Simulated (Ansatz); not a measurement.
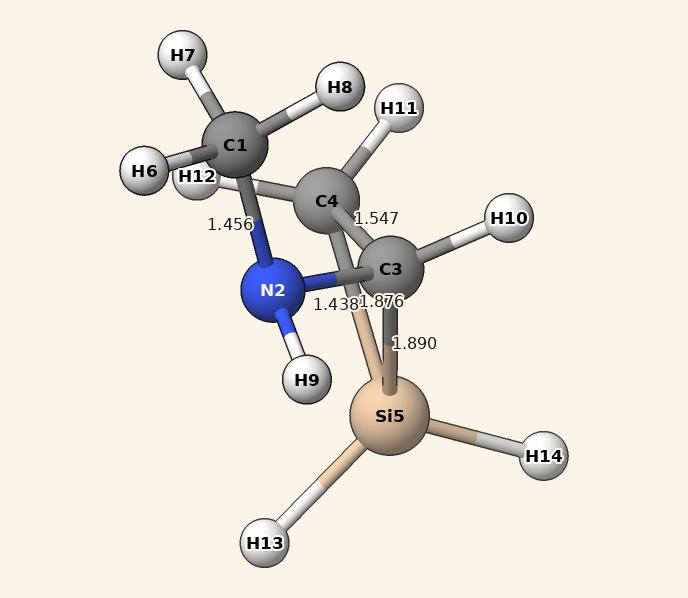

Bond lengths are marked in Å; every bond is drawn as one stick. Computed geometry: PBE-D4/def2-SVP optimisation. No frequency run is at hand to confirm it as a minimum.

**Which of the marked bonds are single, double, triple or aromatic?**

C1–N2 single; N2–C3 single; C3–C4 single; C3–Si5 single; C4–Si5 single.

**Give the structure as SMILES.**

CN[C@@H]1C[SiH2]1
